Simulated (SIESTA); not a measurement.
Band structure of Ru (P6_3/mmc, 2 atoms in the cell).

```xyz
2
Lattice="2.7558 0.0000 0.0000 -1.3779 2.3866 0.0000 0.0000 0.0000 4.3436" Properties=species:S:1:pos:R:3 pbc="T T T"
Ru     0.0000     1.5910     1.0859
Ru     1.3779     0.7955     3.2577
```

Computed with GGA PBE, numerical atomic orbitals DZP, PseudoDojo PBE standard norm-conserving potentials (rewritten from UPF to PSML) (SIESTA).

Settings: XC.functional = GGA; XC.authors = PBE; potentials = PseudoDojo PBE standard; PAO.BasisSize = DZP; PAO.EnergyShift = 0.01 Ry; MeshCutoff = 300 Ry; kgrid.MonkhorstPack = 18 18 10; OccupationFunction = MP; OccupationMPOrder = 0; ElectronicTemperature = 100 meV; MaxSCFIterations = 150; SCF.Mixer.Method = Pulay; SCF.Mixer.Weight = 0.1; SCF.Mixer.History = 8.

The starting cell comes from a database of computed structures (which also holds hypothetical and non-ambient phases and stackings), without a prior relaxation at this level. Its lattice was rescaled by a random factor within 2.5 % of one. Spin polarisation is off. Values carry the incompleteness of an atom-centred basis.

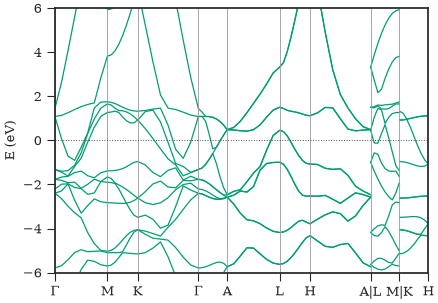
Figure: Bands along the path, energies from the Fermi level.

Levels in eV from the Fermi level, bands 13 to 18:
| point | 13 | 14 | 15 | 16 | 17 | 18 |
|---|---|---|---|---|---|---|
| Γ | -2.21 | -1.77 | -1.77 | -1.32 | -1.32 | 1.08 |
| M | -1.90 | -1.66 | -1.39 | 1.27 | 1.65 | 1.75 |
| K | -2.62 | -2.62 | -0.96 | 0.92 | 0.92 | 1.32 |
| A | -2.57 | -2.57 | -2.47 | -2.47 | 0.49 | 0.49 |
| L | -0.99 | -0.99 | 0.46 | 0.46 | 1.50 | 1.50 |
| H | -2.53 | -2.53 | -1.08 | -1.08 | 1.12 | 1.12 |

Bands cross the Fermi level along this path, so the cell is metallic at this level.

Higher empty bands are left out: an atom-centred basis made for the valence describes them poorly.
